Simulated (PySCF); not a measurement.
**C3H7OSSi (doublet): density, localisation and related maps**

```yaml
atoms:
  - { symbol: O, position_ang: [2.3136, -1.1061, -0.1800] }
  - { symbol: Si, position_ang: [0.7611, -1.1692, 0.2843] }
  - { symbol: C, position_ang: [-0.2571, 0.2033, -0.6050] }
  - { symbol: C, position_ang: [0.0695, 1.5821, -0.1690] }
  - { symbol: S, position_ang: [-1.3539, 1.8601, 0.7822] }
  - { symbol: C, position_ang: [-1.7061, 0.3043, -0.1181] }
  - { symbol: H, position_ang: [2.8357, -0.3094, -0.1319] }
  - { symbol: H, position_ang: [0.6224, -0.9612, 1.7257] }
  - { symbol: H, position_ang: [0.3472, -2.4857, -0.1758] }
  - { symbol: H, position_ang: [-0.1689, 0.0543, -1.6883] }
  - { symbol: H, position_ang: [1.0218, 2.0355, 0.0308] }
  - { symbol: H, position_ang: [-2.0500, -0.4837, 0.5468] }
  - { symbol: H, position_ang: [-2.4397, 0.4763, -0.9031] }
```

Geometry: GFN2-xTB.

Theory: UKS B3LYP, pcH-1 on C H O S Si, non-relativistic, mean-field spin-orbit, GIAO in PySCF 2.14.0, density-fitted response routines.

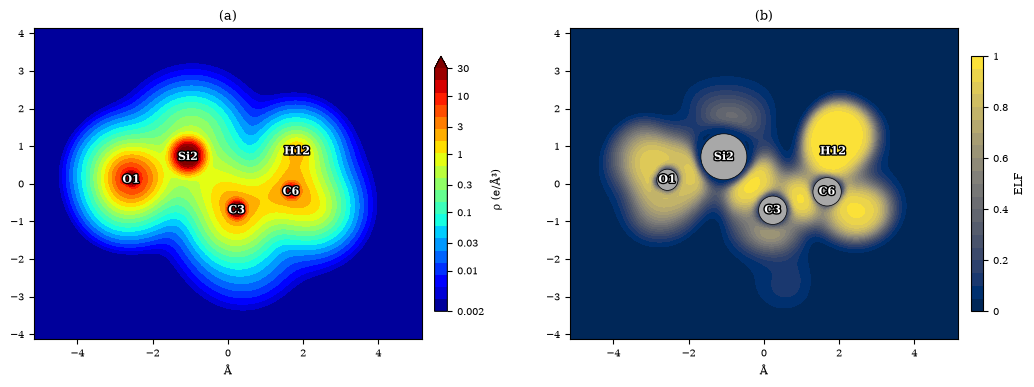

Figure 1. (a) total electron density; (b) electron localisation function on the plane of atoms O1, Si2 and C3. Grey discs cover the atomic cores in the ELF map.

Question: Interpret the plot.

Answer: Atoms in the plane: O, Si, C and H.
Si–O (1.62 Å): ρ at the midpoint is about 1.2 e/Å³; the ELF peaks at about 0.85 between the atoms, as expected for a short, strongly polar bond.
C–Si (1.93 Å): the density is about 0.92 e/Å³ at the midpoint; the ELF peaks at about 0.95 between the atoms: localised, covalent bonding.
C–C (1.53 Å): the density is about 1.6 e/Å³ at the midpoint; the ELF peaks at about 0.95 between the atoms, as expected for a covalent bond.
The ELF also peaks beside O1, away from the bonds: non-bonding electrons, paired or unpaired.

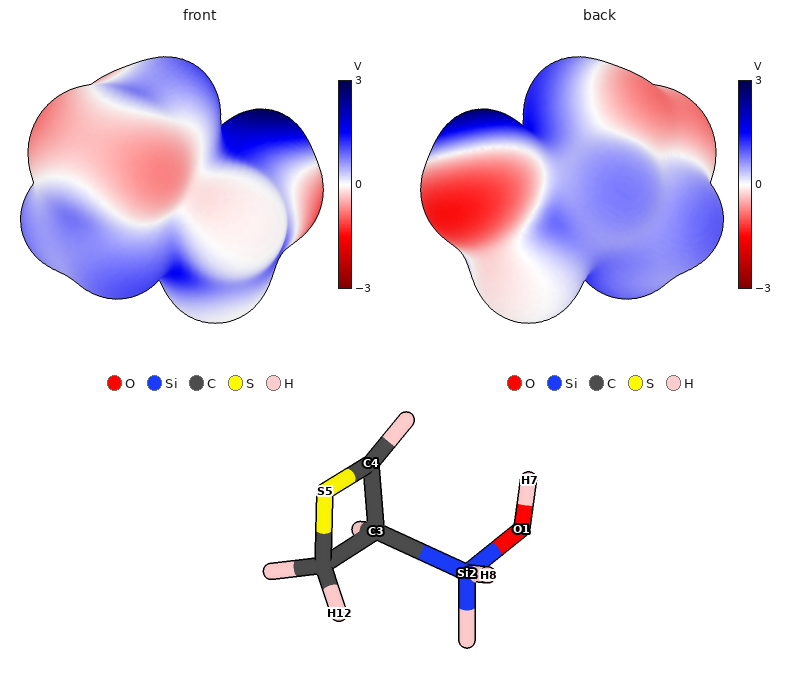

Figure 2. The electrostatic potential painted on the density surface at 0.002 e/bohr³, seen from the front and from behind; the colour scale runs from red (negative) to blue (positive). The bare structure is drawn below in the same view.

Question: Where is the surface potential most negative and most positive?

Answer: The most negative region (about −1.4 V) lies over O1, the most positive (about +2.8 V) over H7. O1 is the likeliest acceptor of a hydrogen bond.
